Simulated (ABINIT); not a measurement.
# KSrH3 (Pm-3m): from the cell to the phonon bands, part 3 of 4

How does KSrH3 (Pm-3m) vibrate, and is this structure a minimum?

ABINIT 10.8.3; DFT PBE, scalar-relativistic, plane waves, PseudoDojo norm-conserving pseudopotentials.

So far. Step 8 (Linear response at Γ): The acoustic modes at Γ come out as far as 1.1 cm⁻¹ from zero, where they should vanish, a small numerical error; the Born charges miss their sum rule by 0.0054 e, which is good. The lowest optical mode is imaginary, 109i cm⁻¹, an instability at this level and on this k mesh. Step 9 (Modes with the sum rule): The rule moves no optical mode by more than 0.1 cm⁻¹. The relaxed cell has a = 4.780 Å (conventional setting).

The structure was built from a prototype and need not be the compound's stable phase.

### Step 10. Phonons on a q mesh

Linear response treats each wavevector in the unit cell, with no supercell; the 2×2×2 mesh fixes the range of the force constants to be had.

dfpt_q.abi

```
ndtset 3

# wavevectors
qpt1 0.5 0.0 0.0
qpt2 0.5 0.5 0.0
qpt3 0.5 0.5 0.5

# displacements
getwfk_filepath "gso_WFK"
getwfq_filepath "gso_WFK"
kptopt 3
nqpt 1
rfphon 1
rfatpol 1 5
rfdir 1 1 1
tolvrs 1.0d-10
prtwf 0

# basis, mesh and filling
ecut 33.0
ngkpt 4 4 4
nshiftk 1
shiftk 0.0 0.0 0.0
istwfk *1
occopt 1
nband 11
nstep 100
diemac 9.0
prtebands 0
prtgsr 0
useylm 1

# cell and atoms
acell 3*1.0 Angstrom
rprim 
    4.780166028 0.0 0.0
    0.0 4.780166028 0.0
    0.0 0.0 4.780166028
ntypat 3
znucl 19 38 1
natom 5
typat 1 2 3 3 3
xred 
    0.0 0.0 0.0
    0.5 0.5 0.5
    0.5 0.5 0.0
    0.5 0.0 0.5
    0.0 0.5 0.5
pp_dirpath "./pseudo"
pseudos "K.upf, Sr.upf, H.upf"
```

The run is started by

```
OMP_NUM_THREADS=1 mpirun -n 4 abinit dfpt_q.abi > dfpt_q.log
```

Numbers of over 12 decimals in the logs are rounded to 6 here.

dfpt_q.abo, the main output file:

```text
[banners, grids, parts of the stress and lines that vanish by symmetry left out]
- input  file    -> dfpt_q.abi
- output file    -> dfpt_q.abo
- root for input  files -> dfpt_qi
[...]
DATASET    1 : space group Pm -3 m (#221); Bravais cP (primitive cubic)
[...]
nfft =      110592          nkpt =          64
[...]
DATASET    2 : space group Pm -3 m (#221); Bravais cP (primitive cubic)
[...]
nfft =      110592          nkpt =          64
[...]
DATASET    3 : space group Pm -3 m (#221); Bravais cP (primitive cubic)
[...]
nfft =      110592          nkpt =          64
[...]
== DATASET  1 ==================================================================
[...]
cutoff_energies: {ecut:  33.0, pawecutdg:  -1.0, }
[...]
Perturbation : displacement of atom   1   along direction   1
[...]
-ETOT  1   4.829963     -2.813E+03 7.527E+00 9.827E+03
 ETOT  2   1.434141     -3.396E+00 6.681E-02 6.511E+02
 ETOT  3   1.185743     -2.484E-01 1.885E-03 4.521E+02
 ETOT  4   1.166917     -1.883E-02 2.857E-05 6.307E+01
 ETOT  5   1.164593     -2.324E-03 3.665E-06 1.163E+01
[...]
At SCF step   13       vres2   =  8.18E-11 < tolvrs=  1.00E-10 =>converged.
[...]
Perturbation : displacement of atom   1   along direction   2
[...]
-ETOT  1   3.387177     -2.684E+03 7.536E+00 4.061E+02
[...]
At SCF step   12       vres2   =  3.67E-12 < tolvrs=  1.00E-10 =>converged.
[...]
Perturbation : displacement of atom   2   along direction   1
[...]
-ETOT  1   7.532063     -2.194E+03 1.209E+01 9.133E+03
[...]
At SCF step   14       vres2   =  1.21E-12 < tolvrs=  1.00E-10 =>converged.
[...]
Perturbation : displacement of atom   2   along direction   2
[...]
-ETOT  1   5.761359     -2.035E+03 1.185E+01 2.176E+03
[...]
At SCF step   11       vres2   =  1.90E-11 < tolvrs=  1.00E-10 =>converged.
[...]
Perturbation : displacement of atom   3   along direction   1
[...]
-ETOT  1   2.148991     -8.499E+01 1.688E-01 2.919E+04
[...]
Perturbation : displacement of atom   3   along direction   2
[...]
-ETOT  1  0.525038     -8.501E+01 2.350E-01 2.462E+03
[...]
Perturbation : displacement of atom   3   along direction   3
[...]
-ETOT  1   4.253618     -8.610E+01 2.825E-01 2.232E+03
[...]
Perturbation : displacement of atom   5   along direction   1
[...]
-ETOT  1   6.098008     -8.587E+01 1.582E-01 2.510E+04
[...]
Perturbation : displacement of atom   5   along direction   2
[...]
-ETOT  1  0.639474     -8.489E+01 1.046E-01 2.433E+03
[...]
Phonon wavevector (reduced coordinates) :  0.50000  0.00000  0.00000
 Phonon energies in Hartree :
[...]
Phonon frequencies in cm-1    :
- -6.239111E+01 -6.239111E+01 -4.609261E+01 -4.609261E+01  9.457397E+01
-  1.123179E+02  1.769128E+02  1.769128E+02  2.042117E+02  2.733545E+02
-  2.733545E+02  5.732003E+02  1.099166E+03  1.099166E+03  1.229734E+03
[...]
== DATASET  2 ==================================================================
[...]
cutoff_energies: {ecut:  33.0, pawecutdg:  -1.0, }
[...]
Perturbation : displacement of atom   1   along direction   1
[...]
-ETOT  1   3.780105     -2.751E+03 7.516E+00 5.556E+02
[...]
Perturbation : displacement of atom   1   along direction   3
[...]
-ETOT  1   3.365962     -2.680E+03 7.523E+00 4.194E+02
[...]
Perturbation : displacement of atom   2   along direction   1
[...]
-ETOT  1   6.751639     -2.117E+03 1.208E+01 3.218E+03
[...]
Perturbation : displacement of atom   2   along direction   3
[...]
-ETOT  1   5.803680     -2.029E+03 1.186E+01 2.112E+03
[...]
Perturbation : displacement of atom   3   along direction   1
[...]
-ETOT  1   1.327581     -8.504E+01 2.692E-01 9.713E+03
[...]
Perturbation : displacement of atom   3   along direction   3
[...]
-ETOT  1   4.228005     -8.607E+01 2.846E-01 2.019E+03
[...]
Perturbation : displacement of atom   4   along direction   1
[...]
-ETOT  1   1.248501     -8.511E+01 7.393E-02 8.607E+03
[...]
Perturbation : displacement of atom   4   along direction   2
[...]
-ETOT  1   5.572380     -8.562E+01 1.469E-01 1.055E+04
[...]
Perturbation : displacement of atom   4   along direction   3
[...]
-ETOT  1  0.609190     -8.487E+01 8.551E-02 2.148E+03
[...]
Phonon wavevector (reduced coordinates) :  0.50000  0.50000  0.00000
 Phonon energies in Hartree :
[...]
Phonon frequencies in cm-1    :
- -3.377612E+02 -8.243068E+01 -8.243068E+01  3.880114E+01  7.699210E+01
-  1.126952E+02  1.126952E+02  2.693353E+02  2.693353E+02  3.685644E+02
-  3.685644E+02  6.006335E+02  1.097700E+03  1.140309E+03  1.258058E+03
[...]
== DATASET  3 ==================================================================
[...]
cutoff_energies: {ecut:  33.0, pawecutdg:  -1.0, }
[...]
Perturbation : displacement of atom   1   along direction   1
[...]
-ETOT  1   3.524055     -2.728E+03 7.508E+00 4.928E+02
[...]
Perturbation : displacement of atom   2   along direction   1
[...]
-ETOT  1   6.580974     -2.088E+03 1.205E+01 3.247E+03
[...]
Perturbation : displacement of atom   3   along direction   1
[...]
-ETOT  1  0.984562     -8.508E+01 9.808E-02 5.069E+03
[...]
At SCF step   11       vres2   =  2.63E-11 < tolvrs=  1.00E-10 =>converged.
[...]
Perturbation : displacement of atom   3   along direction   3
[...]
-ETOT  1   5.366277     -8.553E+01 3.990E-01 7.122E+03
[...]
ETOT 10   4.389920      5.613E-12 2.586E-15 1.388E-10
 ETOT 11   4.389920     -1.378E-12 1.204E-16 3.696E-12
 At SCF step   11       vres2   =  3.70E-12 < tolvrs=  1.00E-10 =>converged.
[...]
Phonon wavevector (reduced coordinates) :  0.50000  0.50000  0.50000
 Phonon energies in Hartree :
[...]
Phonon frequencies in cm-1    :
- -3.455889E+02 -3.455889E+02 -3.455889E+02 -4.555572E+01 -4.555572E+01
- -4.555572E+01  1.374819E+02  1.374819E+02  1.374819E+02  5.554401E+02
-  5.554401E+02  5.554401E+02  1.139757E+03  1.139757E+03  1.277949E+03
[...]
strten2     0.0000000000E+00  0.0000000000E+00  0.0000000000E+00
           strten3     0.0000000000E+00  0.0000000000E+00  0.0000000000E+00
================================================================================
```

Run time: 8.3 min. Hardware: 4 MPI ranks of Arm Neoverse V2, shared host.

Numbers from this step:

```
lowest mode on the q mesh (acoustic ones at the zone centre apart) : -345.6 cm⁻¹
```

Frequencies (cm⁻¹) before the sum rule at the irreducible wavevectors but Γ, which is solved apart; negative means imaginary. Frequencies by wavevector:

```
q (fractions)  star  mode 1  mode 2  mode 3  mode 4  mode 13  mode 14  mode 15
      0.5 0 0     3  -62.39  -62.39  -46.09  -46.09     1099     1099     1230
    0.5 0.5 0     3  -337.8  -82.43  -82.43    38.8     1098     1140     1258
  0.5 0.5 0.5     1  -345.6  -345.6  -345.6  -45.56     1140     1140     1278
```

### Step 11. Dispersion

anaddb transforms the dynamical matrices to force constants, with the dipole-dipole part treated apart, and back along the path; points of the mesh come back as solved, but for the sum rule and, in polar crystals, the LO-TO term at Γ; the rest is interpolation.

anaddb.abi

```
ddb_filepath "all_DDB"
output_file "anaddb.abo"
outdata_prefix "anaddb"
ifcflag 1
ngqpt 2 2 2
nqshft 1
q1shft 0.0 0.0 0.0
asr 1
chneut 1
dipdip 1
dipquad 0
quadquad 0
enunit 0
eivec 0
nph1l 62
qph1l 
    0.0 5.0d-06 0.0 1.0
    0.0 0.05 0.0 1.0
    0.0 0.1 0.0 1.0
    0.0 0.15 0.0 1.0
    0.0 0.2 0.0 1.0
    0.0 0.25 0.0 1.0
    0.0 0.3 0.0 1.0
    0.0 0.35 0.0 1.0
    0.0 0.4 0.0 1.0
    0.0 0.45 0.0 1.0
    0.0 0.5 0.0 1.0
    0.05 0.5 0.0 1.0
    0.1 0.5 0.0 1.0
    0.15 0.5 0.0 1.0
    0.2 0.5 0.0 1.0
    0.25 0.5 0.0 1.0
    0.3 0.5 0.0 1.0
    0.35 0.5 0.0 1.0
    0.4 0.5 0.0 1.0
    0.45 0.5 0.0 1.0
    0.5 0.5 0.0 1.0
    0.45 0.45 0.0 1.0
    0.4 0.4 0.0 1.0
    0.35 0.35 0.0 1.0
    0.3 0.3 0.0 1.0
    0.25 0.25 0.0 1.0
    0.2 0.2 0.0 1.0
    0.15 0.15 0.0 1.0
    0.1 0.1 0.0 1.0
    0.05 0.05 0.0 1.0
    5.0d-06 5.0d-06 5.0d-06 1.0
    0.05 0.05 0.05 1.0
    0.1 0.1 0.1 1.0
    0.15 0.15 0.15 1.0
    0.2 0.2 0.2 1.0
    0.25 0.25 0.25 1.0
    0.3 0.3 0.3 1.0
    0.35 0.35 0.35 1.0
    0.4 0.4 0.4 1.0
    0.45 0.45 0.45 1.0
    0.5 0.5 0.5 1.0
    0.45 0.5 0.45 1.0
    0.4 0.5 0.4 1.0
    0.35 0.5 0.35 1.0
    0.3 0.5 0.3 1.0
    0.25 0.5 0.25 1.0
    0.2 0.5 0.2 1.0
    0.15 0.5 0.15 1.0
    0.1 0.5 0.1 1.0
    0.05 0.5 0.05 1.0
    0.0 0.5 0.0 1.0
    0.5 0.5 0.5 1.0
    0.5 0.5 0.45 1.0
    0.5 0.5 0.4 1.0
    0.5 0.5 0.35 1.0
    0.5 0.5 0.3 1.0
    0.5 0.5 0.25 1.0
    0.5 0.5 0.2 1.0
    0.5 0.5 0.15 1.0
    0.5 0.5 0.1 1.0
    0.5 0.5 0.05 1.0
    0.5 0.5 0.0 1.0
```

mrgddb.in

```
all_DDB
merged
4
dfpt_gammao_DS2_DDB
dfpt_qo_DS1_DDB
dfpt_qo_DS2_DDB
dfpt_qo_DS3_DDB
```

The run is started by

```
mrgddb < mrgddb.in > mrgddb.log
OMP_NUM_THREADS=1 anaddb anaddb.abi > anaddb.log
```

anaddb.abo, the main output file:

```text
[banners, grids, parts of the stress and lines that vanish by symmetry left out]
-outvars_anaddb: echo values of input variables ----------------------

 Flags :
[...]
Dielectric Tensor and Effective Charges
[...]
Effective charge tensors after
[...]
Phonon wavevector (reduced coordinates) :  0.00000  0.00001  0.00000
 Phonon energies in Hartree :
[...]
Phonon frequencies in cm-1    :
- -1.087379E+02 -1.087379E+02 -1.087379E+02 -9.106416E+01 -9.106416E+01
-  0.000000E+00  0.000000E+00  0.000000E+00  8.907858E+01  2.644222E+02
-  2.644222E+02  5.418748E+02  1.100695E+03  1.100695E+03  1.193013E+03
[...]
Phonon wavevector (reduced coordinates) :  0.00000  0.05000  0.00000
 Phonon energies in Hartree :
[...]
Phonon frequencies in cm-1    :
- -1.040224E+02 -1.040224E+02 -1.025185E+02 -9.021265E+01 -9.021265E+01
-  8.335628E+00  8.335628E+00  1.653687E+01  8.959783E+01  2.644174E+02
-  2.644174E+02  5.426773E+02  1.100658E+03  1.100658E+03  1.193907E+03
[...]
Phonon wavevector (reduced coordinates) :  0.00000  0.10000  0.00000
 Phonon energies in Hartree :
[...]
Phonon frequencies in cm-1    :
- -9.300900E+01 -9.300900E+01 -8.418405E+01 -8.418405E+01 -8.184242E+01
-  1.983633E+01  1.983633E+01  3.246647E+01  9.110234E+01  2.644352E+02
-  2.644352E+02  5.449961E+02  1.100553E+03  1.100553E+03  1.196504E+03
[...]
Phonon wavevector (reduced coordinates) :  0.00000  0.15000  0.00000
 Phonon energies in Hartree :
[...]
Phonon frequencies in cm-1    :
- -8.832724E+01 -8.832724E+01 -6.195088E+01 -6.195088E+01 -2.765022E+01
-  4.199647E+01  4.199647E+01  4.722903E+01  9.344693E+01  2.645706E+02
-  2.645706E+02  5.485773E+02  1.100388E+03  1.100388E+03  1.200554E+03
[...]
Phonon wavevector (reduced coordinates) :  0.00000  0.20000  0.00000
 Phonon energies in Hartree :
[...]
Phonon frequencies in cm-1    :
- -8.476096E+01 -8.476096E+01 -4.517904E+01 -4.517904E+01  6.034792E+01
-  7.825549E+01  7.825549E+01  8.189204E+01  9.642978E+01  2.649708E+02
[...]
Phonon wavevector (reduced coordinates) :  0.00000  0.25000  0.00000
 Phonon energies in Hartree :
[...]
Phonon frequencies in cm-1    :
[...]
Phonon wavevector (reduced coordinates) :  0.00000  0.30000  0.00000
 Phonon energies in Hartree :
[...]
Phonon frequencies in cm-1    :
[...]
Phonon wavevector (reduced coordinates) :  0.00000  0.35000  0.00000
 Phonon energies in Hartree :
[...]
Phonon frequencies in cm-1    :
[...]
Phonon wavevector (reduced coordinates) :  0.00000  0.40000  0.00000
 Phonon energies in Hartree :
[...]
Phonon frequencies in cm-1    :
[...]
Phonon wavevector (reduced coordinates) :  0.00000  0.45000  0.00000
 Phonon energies in Hartree :
[...]
Phonon frequencies in cm-1    :
[...]
Phonon wavevector (reduced coordinates) :  0.00000  0.50000  0.00000
 Phonon energies in Hartree :
[...]
Phonon frequencies in cm-1    :
[...]
Phonon wavevector (reduced coordinates) :  0.05000  0.50000  0.00000
 Phonon energies in Hartree :
[...]
Phonon frequencies in cm-1    :
[...]
Phonon wavevector (reduced coordinates) :  0.10000  0.50000  0.00000
 Phonon energies in Hartree :
[...]
Phonon frequencies in cm-1    :
[...]
Phonon wavevector (reduced coordinates) :  0.15000  0.50000  0.00000
 Phonon energies in Hartree :
[...]
Phonon frequencies in cm-1    :
[...]
Phonon frequencies in cm-1    :
[...]
Phonon wavevector (reduced coordinates) :  0.25000  0.25000  0.25000
 Phonon energies in Hartree :
[...]
Phonon frequencies in cm-1    :
[...]
-  5.016051E+01  1.043359E+02  1.292333E+02  1.292333E+02  4.162925E+02
-  4.162925E+02  5.717698E+02  1.119758E+03  1.119758E+03  1.228443E+03
  Phonon wavevector (reduced coordinates) :  0.30000  0.30000  0.30000
 Phonon energies in Hartree :
[...]
Phonon frequencies in cm-1    :
- -2.588226E+02 -2.328144E+02 -2.328144E+02 -3.833336E+01 -3.833336E+01
-  3.217221E+01  1.164162E+02  1.289763E+02  1.289763E+02  4.661018E+02
-  4.661018E+02  5.716670E+02  1.126097E+03  1.126097E+03  1.243025E+03
  Phonon wavevector (reduced coordinates) :  0.35000  0.35000  0.35000
 Phonon energies in Hartree :
[...]
Phonon frequencies in cm-1    :
- -2.932254E+02 -2.789602E+02 -2.789602E+02 -4.226238E+01 -4.226238E+01
[...]
Phonon wavevector (reduced coordinates) :  0.40000  0.40000  0.40000
 Phonon energies in Hartree :
[...]
Phonon frequencies in cm-1    :
[...]
Phonon wavevector (reduced coordinates) :  0.45000  0.45000  0.45000
 Phonon energies in Hartree :
[...]
Phonon frequencies in cm-1    :
[...]
Phonon wavevector (reduced coordinates) :  0.50000  0.50000  0.50000
 Phonon energies in Hartree :
[...]
Phonon wavevector (reduced coordinates) :  0.50000  0.50000  0.05000
 Phonon energies in Hartree :
[...]
Phonon frequencies in cm-1    :
[...]
Phonon wavevector (reduced coordinates) :  0.50000  0.50000  0.00000
 Phonon energies in Hartree :
[...]
Phonon frequencies in cm-1    :
[...]
-  1.127002E+02  1.127002E+02  2.693281E+02  2.693281E+02  3.685598E+02
-  3.685598E+02  6.006303E+02  1.097741E+03  1.140348E+03  1.258093E+03
-
```

It took 0.78 s on 1 thread.

Numbers from this step:

- lowest frequency on the path: -345.6 cm⁻¹

Anaddb, dipole-dipole term. Phonon branches along the path, in cm⁻¹:

```
    point  branch 1  branch 2  branch 3  branch 4  branch 12  branch 13  branch 14  branch 15
        Γ      -109      -109      -109       -91        542       1101       1101       1193
        X       -62       -62       -46       -46        573       1099       1099       1230
        M      -338       -82       -82        39        601       1098       1140       1258
        Γ      -109      -109      -109       -91        542       1101       1101       1193
        R      -346      -346      -346       -46        555       1140       1140       1278
        X       -62       -62       -46       -46        573       1099       1099       1230
jump to R      -346      -346      -346       -46        555       1140       1140       1278
        M      -338       -82       -82        39        601       1098       1140       1258
```

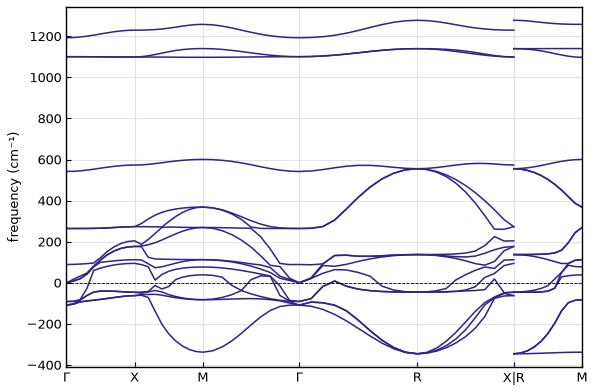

Phonon branches along the path.

The path dips to 346i cm⁻¹.

(Continued in part 4 of 4.)

[Host names and launcher messages were left out of these logs when they were recorded.]

[Logs are printed without paths, hosts, clocks, repeated set-up lines and the standing remarks that a program may print on its own settings, such as how far it seeks lower states.]

[Hosts, paths, dates, database ids (printed as entryN), source tags and the programs' standing remarks are cut or masked in the printed files.]
